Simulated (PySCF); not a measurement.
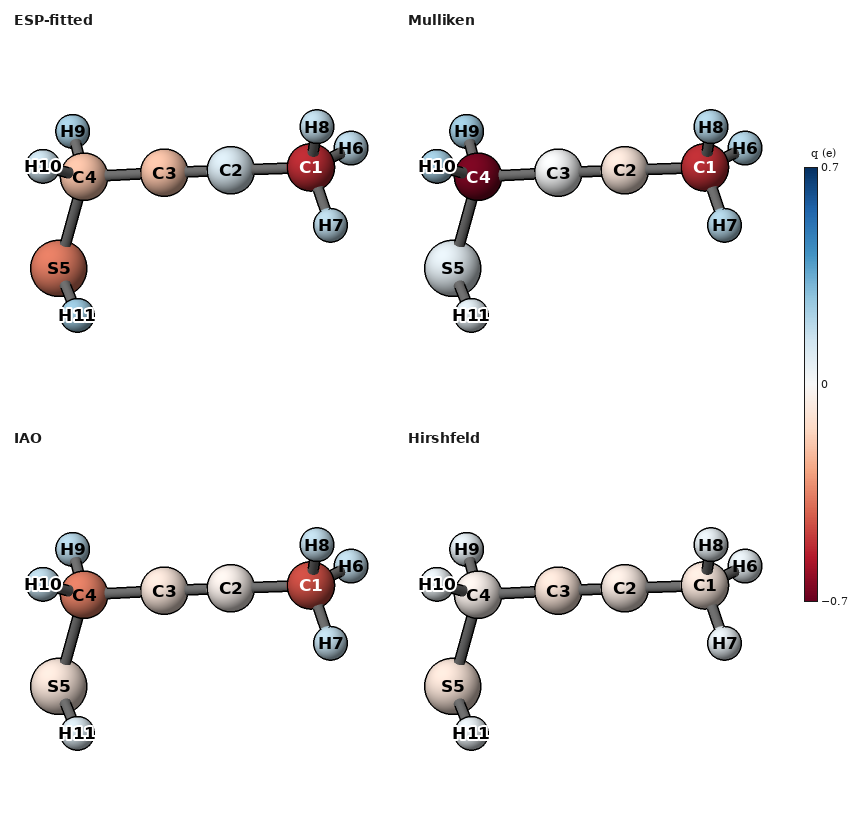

Atomic charges of one calculation by 4 schemes, on one colour scale. Computed geometry: PBE0-D3(BJ)/def2-SVP optimisation. No frequency run is at hand to confirm it as a minimum. Method: PBE0/6-31G (PySCF 2.14.0).

Question. On which atom do the schemes disagree most?

Answer. On C4 (from −0.66 to −0.03 e).

List the charges (e), one line for each set of equivalent atoms.

| atom | ESP-fitted | Mulliken | IAO | Hirshfeld |
| --- | --- | --- | --- | --- |
| C1 | −0.52 | −0.51 | −0.45 | −0.07 |
| C2 | 0.11 | −0.08 | −0.04 | −0.06 |
| C3 | −0.20 | 0.01 | −0.08 | −0.09 |
| C4 | −0.20 | −0.66 | −0.35 | −0.03 |
| S5 | −0.36 | 0.07 | −0.08 | −0.08 |
| H6 | 0.18 | 0.21 | 0.17 | 0.06 |
| H7 | 0.18 | 0.20 | 0.17 | 0.06 |
| H8 | 0.17 | 0.20 | 0.17 | 0.06 |
| H9 | 0.23 | 0.25 | 0.19 | 0.06 |
| H10 | 0.15 | 0.24 | 0.18 | 0.05 |
| H11 | 0.26 | 0.07 | 0.10 | 0.05 |
